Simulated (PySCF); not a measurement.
# [HfO(H2O)3]2+: how settings move a single point

Aim: repeat the single point on relaxed [HfO(H2O)3]2+ with altered settings, some of them bad on purpose. It is a constructed species; whether it can be made isn't addressed.

Program: PySCF 2.14.0. Level of theory: PBE0, Hf def2-SVP with ECP60, O def2-SVP, H def2-SVP; scalar-relativistic core potentials, no spin–orbit coupling. These are calculated values, not measurements.

4 further runs of the same task are left out: 2 for a known fault of the program, 2 that didn't finish.

### Step 1. Starting geometry

11 atoms, charge 2, spin multiplicity 1.

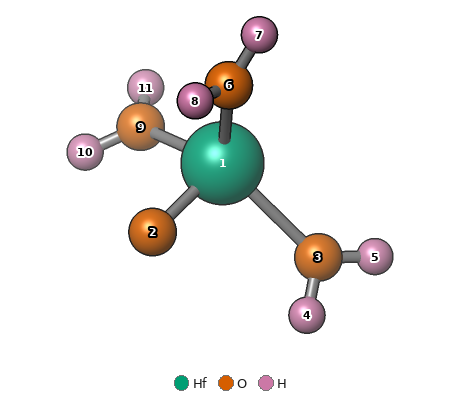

The structure; hafnium teal, oxygen orange, hydrogen pink; atoms are numbered from 1 in the order of the file.

Coordinates:

```xyz
11
H6HfO4
Hf   -0.0631   -0.0813   -0.0765
O     0.8749    0.9791    0.8837
O    -1.0149   -1.0457    1.6253
H    -0.7792   -0.7505    2.5283
H    -1.6731   -1.7597    1.7272
O     1.6609   -1.0279   -1.0032
H     1.7800   -1.7404   -1.6601
H     2.5571   -0.7296   -0.7462
O    -1.0943    1.5151   -1.1343
H    -0.8821    2.4458   -0.9167
H    -1.7727    1.5391   -1.8362
```

Formal oxidation states: Hf +4. An earlier session relaxed this geometry at PBE0, Hf def2-SVP with ECP60, O def2-SVP, H def2-SVP (singlet, point group C3v).

The sound run used a (50, 194) grid (finer on f atoms), a threshold of 1e-8 and at most 55 cycles, and ended at -351.479456 Eh.

### Step 2. Try 1

run.py (the lines that set the calculation)

```python
mol = gto.M(atom='''
Hf    -0.06315    -0.08128    -0.07653
O      0.87494     0.97910     0.88374
O     -1.01489    -1.04572     1.62532
H     -0.77916    -0.75047     2.52832
H     -1.67315    -1.75974     1.72717
O      1.66095    -1.02788    -1.00319
H      1.77996    -1.74035    -1.66011
H      2.55714    -0.72957    -0.74621
O     -1.09434     1.51510    -1.13435
H     -0.88206     2.44582    -0.91672
H     -1.77267     1.53909    -1.83620''',
    basis={'Hf': 'def2-SVP', 'O': 'def2-SVP', 'H': 'def2-SVP'},
    ecp={'Hf': 'def2-SVP'},
    charge=2, spin=0)
mf = dft.RKS(mol, xc='PBE0')
mf.grids.atom_grid = (50, 194)
mf = mf.density_fit()  # fitting sets: Hf def2-universal-JKFIT, O def2-universal-JKFIT, H def2-universal-JKFIT
mf.conv_tol = 1e-06; mf.max_cycle = 55
mf.kernel(dm0)  # dm0: free metal ions and neutral atoms
```

The run is started by

```sh
$ OMP_NUM_THREADS=2 python run.py
```

What it wrote:

```text
init E= -350.96599469202
  HOMO = -0.896335716533966  LUMO = -0.584409136793448  gap/eV = 8.48795
cycle= 1 E= -350.946858445861  delta_E= 0.0191  |g|= 1.61  |ddm|= 3.14
  HOMO = -0.410433502633946  LUMO = -0.331979703086536  gap/eV = 2.13484
cycle= 2 E= -346.502084835865  delta_E= 4.44  |g|= 4.16  |ddm|= 3.85
  HOMO = -0.679623341575015  LUMO = -0.325362469302046  gap/eV = 9.63993
cycle= 3 E= -351.248130248721  delta_E= -4.75  |g|= 1.01  |ddm|= 3.51
  HOMO = -0.646761515926749  LUMO = -0.369916322156321  gap/eV = 7.53334
cycle= 4 E= -351.46184508916  delta_E= -0.214  |g|= 0.315  |ddm|= 0.946
  HOMO = -0.678609256841561  LUMO = -0.375782599080892  gap/eV = 8.24033
cycle= 5 E= -351.477843927815  delta_E= -0.016  |g|= 0.0836  |ddm|= 0.213
  HOMO = -0.667788849156716  LUMO = -0.367855836303142  gap/eV = 8.16159
cycle= 6 E= -351.479131507312  delta_E= -0.00129  |g|= 0.0391  |ddm|= 0.075
  HOMO = -0.671979037065578  LUMO = -0.367698495406978  gap/eV = 8.27990
cycle= 7 E= -351.479401259448  delta_E= -0.00027  |g|= 0.0162  |ddm|= 0.0188
  HOMO = -0.67298657088363  LUMO = -0.367545505153384  gap/eV = 8.31147
cycle= 8 E= -351.479453537996  delta_E= -5.23e-05  |g|= 0.00355  |ddm|= 0.00903
  HOMO = -0.67327670900371  LUMO = -0.367522946409918  gap/eV = 8.31998
cycle= 9 E= -351.479456119796  delta_E= -2.58e-06  |g|= 0.000151  |ddm|= 0.00233
  HOMO = -0.673297707757091  LUMO = -0.367524402437211  gap/eV = 8.32052
cycle= 10 E= -351.479456123993  delta_E= -4.2e-09  |g|= 4.58e-05  |ddm|= 0.00013
  HOMO = -0.673294074181348  LUMO = -0.367524009608254  gap/eV = 8.32043
Extra cycle  E= -351.479456123539  delta_E= 4.54e-10  |g|= 6.8e-05  |ddm|= 6.55e-05
converged SCF energy = -351.479456123539
```

It took 9.2 s on 2 threads of Intel Xeon Platinum 8259CL at 2.50GHz (Skylake/Cascade Lake), shared host.

Changed: the SCF threshold (1e-06). It converges in 10 cycles, at the sound run's energy within 0.001 eV, with a largest force component of 0.01 eV/Å. The result survives the change.

### Step 3. Try 2

run.py (the lines that set the calculation): that of step 2 with these lines changed.

```diff
@@ -16,5 +16,5 @@
 mf = dft.RKS(mol, xc='PBE0')
-mf.grids.atom_grid = (50, 194)
+mf.grids.atom_grid = (30, 86)
 mf = mf.density_fit()  # fitting sets: Hf def2-universal-JKFIT, O def2-universal-JKFIT, H def2-universal-JKFIT
-mf.conv_tol = 1e-06; mf.max_cycle = 55
+mf.conv_tol = 1e-08; mf.max_cycle = 55
 mf.kernel(dm0)  # dm0: free metal ions and neutral atoms
```

The run is started by

```sh
$ OMP_NUM_THREADS=2 python run.py
```

What it wrote:

```text
init E= -350.969274188631
  HOMO = -0.896186805648835  LUMO = -0.584304744311305  gap/eV = 8.48674
cycle= 1 E= -350.951143257299  delta_E= 0.0181  |g|= 1.61  |ddm|= 3.14
  HOMO = -0.410309658461987  LUMO = -0.331786226860881  gap/eV = 2.13673
cycle= 2 E= -346.514246330254  delta_E= 4.44  |g|= 4.16  |ddm|= 3.85
  HOMO = -0.67965790179939  LUMO = -0.325211881022145  gap/eV = 9.64497
cycle= 3 E= -351.252672913916  delta_E= -4.74  |g|= 1.01  |ddm|=  3.5
  HOMO = -0.64656045129863  LUMO = -0.369793818313087  gap/eV = 7.53120
cycle= 4 E= -351.465564054246  delta_E= -0.213  |g|= 0.315  |ddm|= 0.945
  HOMO = -0.678321783538238  LUMO = -0.37556249702171  gap/eV = 8.23850
cycle= 5 E= -351.481551933874  delta_E= -0.016  |g|= 0.0835  |ddm|= 0.212
  HOMO = -0.667551205305204  LUMO = -0.367709476414884  gap/eV = 8.15911
cycle= 6 E= -351.482838902186  delta_E= -0.00129  |g|= 0.0389  |ddm|= 0.0749
  HOMO = -0.671732344675429  LUMO = -0.367550692562255  gap/eV = 8.27720
cycle= 7 E= -351.483106599919  delta_E= -0.000268  |g|= 0.0161  |ddm|= 0.0187
  HOMO = -0.6727338595052  LUMO = -0.367398238983641  gap/eV = 8.30861
cycle= 8 E= -351.483158118526  delta_E= -5.15e-05  |g|= 0.0035  |ddm|= 0.00898
  HOMO = -0.673019719025868  LUMO = -0.367375761376535  gap/eV = 8.31700
cycle= 9 E= -351.483160629839  delta_E= -2.51e-06  |g|= 0.000148  |ddm|= 0.0023
  HOMO = -0.67304067916665  LUMO = -0.367377230795036  gap/eV = 8.31753
cycle= 10 E= -351.483160633974  delta_E= -4.13e-09  |g|= 4.06e-05  |ddm|= 0.000127
  HOMO = -0.673036836186742  LUMO = -0.367376851464884  gap/eV = 8.31743
Extra cycle  E= -351.483160633595  delta_E= 3.79e-10  |g|= 6.12e-05  |ddm|= 5.88e-05
converged SCF energy = -351.483160633595
```

Run time: 6.2 s. Hardware: 2 threads of Intel Xeon Platinum 8259CL at 2.50GHz (Skylake/Cascade Lake), shared host.

Changed: the integration grid, to (30, 86). It converges in 10 cycles, -0.101 eV from the sound run, with a largest force component of 0.29 eV/Å. The setting is unsound, so these numbers aren't the compound's.

### Step 4. Try 3

run.py (the lines that set the calculation): that of step 3 with these lines changed.

```diff
@@ -16,5 +16,5 @@
 mf = dft.RKS(mol, xc='PBE0')
-mf.grids.atom_grid = (30, 86)
+mf.grids.atom_grid = (50, 194)
 mf = mf.density_fit()  # fitting sets: Hf def2-universal-JKFIT, O def2-universal-JKFIT, H def2-universal-JKFIT
 mf.conv_tol = 1e-08; mf.max_cycle = 55
-mf.kernel(dm0)  # dm0: free metal ions and neutral atoms
+mf.kernel(dm0)  # dm0: smeared density
```

The run is started by

```sh
$ OMP_NUM_THREADS=2 python run.py
```

What it wrote:

```text
init E= -351.467083901573
  HOMO = -0.676020601052335  LUMO = -0.368321356798924  gap/eV = 8.37292
cycle= 1 E= -351.479321583665  delta_E= -0.0122  |g|= 0.0246  |ddm|= 0.0264
  HOMO = -0.666523099842596  LUMO = -0.368367630268606  gap/eV = 8.11322
cycle= 2 E= -351.478160819901  delta_E= 0.00116  |g|= 0.0798  |ddm|= 0.0726
  HOMO = -0.672762421416128  LUMO = -0.367496517205948  gap/eV = 8.30671
cycle= 3 E= -351.479455011661  delta_E= -0.00129  |g|= 0.00225  |ddm|= 0.0527
  HOMO = -0.673227194728178  LUMO = -0.367535018585465  gap/eV = 8.31831
cycle= 4 E= -351.479455974098  delta_E= -9.62e-07  |g|= 0.000845  |ddm|= 0.00191
  HOMO = -0.673291298827366  LUMO = -0.367530913605133  gap/eV = 8.32016
cycle= 5 E= -351.479456114762  delta_E= -1.41e-07  |g|= 0.000228  |ddm|= 0.000619
  HOMO = -0.673297634881073  LUMO = -0.367523516883943  gap/eV = 8.32054
cycle= 6 E= -351.479456124301  delta_E= -9.54e-09  |g|= 1.69e-05  |ddm|= 0.000157
  HOMO = -0.673293015791555  LUMO = -0.367524917356381  gap/eV = 8.32037
Extra cycle  E= -351.479456123953  delta_E= 3.48e-10  |g|= 4.58e-05  |ddm|= 4.35e-05
converged SCF energy = -351.479456123953
```

Run time: 8.2 s. Hardware: 2 threads of Intel Xeon Platinum 8259CL at 2.50GHz (Skylake/Cascade Lake), shared host.

Changed: the starting guess (smeared density). It converges in 6 cycles, at the sound run's energy within 0.001 eV, with a largest force component of 0.01 eV/Å. The result survives the change.

### Step 5. Results

| run | changed | ending | energy change (eV) | cycles | time | usable |
| --- | --- | --- | --- | --- | --- | --- |
| 1 | the SCF threshold | converged | 0.000 | 10 | 9.2 s | yes |
| 2 | the integration grid | converged | -0.101 | 10 | 6.2 s | no |
| 3 | the starting guess | converged | 0.000 | 6 | 8.2 s | yes |

2 of 3 altered runs give a usable result. 1 ended normally with numbers unfit to quote.
